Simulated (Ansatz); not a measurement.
BH3Cl− (SMILES [H][B-]([H])([H])Cl): the energy, rung by rung

The species is BH3Cl− (5 atoms), meant as a singlet with charge -1. As SMILES, `[H][B-]([H])([H])Cl`. The coordinates come from a GFN2-xTB relaxation.

```
atom    x (Å)    y (Å)    z (Å)
   B  -0.0013   0.0016  -0.1670
  Cl   0.0136  -0.0211   1.7073
   H   1.1523   0.0114  -0.5222
   H  -0.5866   1.0057  -0.4970
   H  -0.5780  -0.9976  -0.5211
```

Quantity: the energy change with the B1–H3 bond stretched from 1.207 to 1.509 Å, in eV. The values are calculated.

```tsv
level	kind	program	value (eV)	less FCI/STO-3G	CPU time (all runs)
HF/STO-3G (restricted)	Hartree–Fock	Ansatz	1.18	+0.29	0.45 s
SVWN5/STO-3G (restricted)	LDA	Ansatz	0.94	+0.05	1.8 s
revPBE/STO-3G (restricted)	GGA	Ansatz	0.84	-0.05	2.5 s
BHLYP/STO-3G (restricted)	global hybrid	Ansatz	1.07	+0.18	2.6 s
PBE0/STO-3G (restricted)	global hybrid	Ansatz	0.99	+0.10	2.5 s
wB97M-V/STO-3G (restricted)	range-separated hybrid	Ansatz	0.99	+0.10	25 s
RPA@PBE/STO-3G (restricted)	RPA	Ansatz	0.82	-0.07	3.4 s
MP2/STO-3G (restricted)	perturbation theory	Ansatz	1.00	+0.11	0.49 s
CCSDT/STO-3G (restricted)	coupled cluster or CI	Ansatz	0.88	-0.01	1.1 s
FCI/STO-3G	exact in the basis	Ansatz	0.89	0.00	2.1 s
```

FCI/STO-3G is exact within its basis and frozen core, so for wave-function methods in that basis the difference is their error; functionals converge differently with the basis, so for them it is only a difference. Sets without diffuse functions describe the anion poorly. The first shape isn't each level's own minimum. The values span 0.82 to 1.18 eV. All rows use very small basis sets, so even the best lies far from the true value. CPU times are rough (shared hosts, several kinds of processor): they show what a rung costs within a factor of a few.

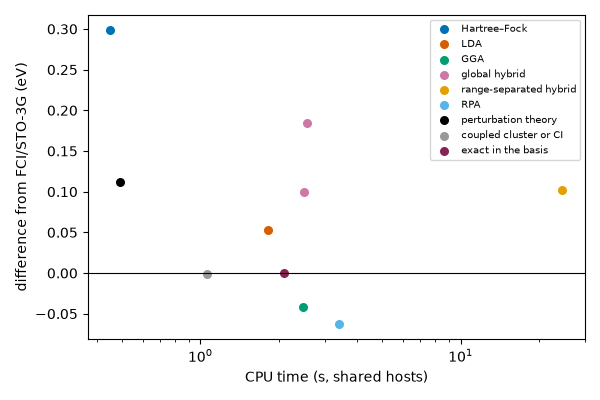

Difference from FCI/STO-3G against processor time, one point a level.
